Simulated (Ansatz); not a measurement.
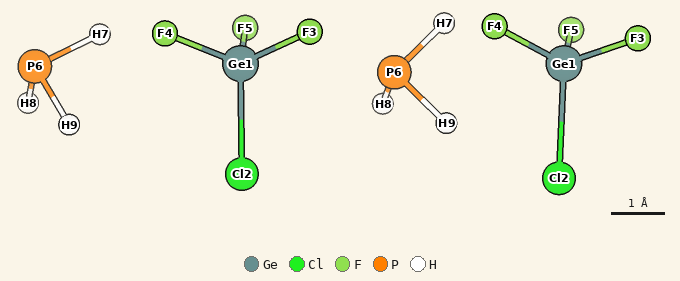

Two geometries of GePH$_{3}$ClF$_{3}$, drawn at one scale. One is the start of a relaxation, the other its converged end. Style: ball-and-stick. Shown at a tilt.

Theory: RKS PBE0/def2-SVP (Ansatz). Set-up: no spin polarisation; force threshold 0.03 eV/Å; at most 50 steps.

> Which one is relaxed?

The left one is the relaxed one. The run prepares an end point of a later path (reaction) calculation, from a guessed geometry. Over 13 accepted moves (16 points after the start) the energy falls by 0.210 eV. Largest force component: 1.2 eV/Å at the start, 0.0051 eV/Å at the end. The line search rejected the trial steps at points 4, 9, 11 of the run. The forces were under the threshold at step 5, but the run went on from there. The atom that moves furthest after the best rigid fit is H9 (0.71 Å). Largest moves by element: H 0.71 Å, P 0.46 Å, Cl 0.45 Å, Ge 0.34 Å, F 0.32 Å. Among the contacts that change: Ge1–P6 3.483 → 4.260 Å, Ge1–Cl2 2.178 → 2.097 Å, P6–H9 1.422 → 1.429 Å. Bond angles that change, for instance: F4–Ge1–F5 110.4° → 107.5°, Cl2–Ge1–F3 108.5° → 111.4°. Cost: 43 s on 4 threads of Arm Neoverse V1 (shared host), peak memory 0.36 GiB.

Limits of the set-up: the start holds two separate molecules, 2.4 Å apart at their closest, whose relative position is a soft coordinate and is computed without a dispersion correction.
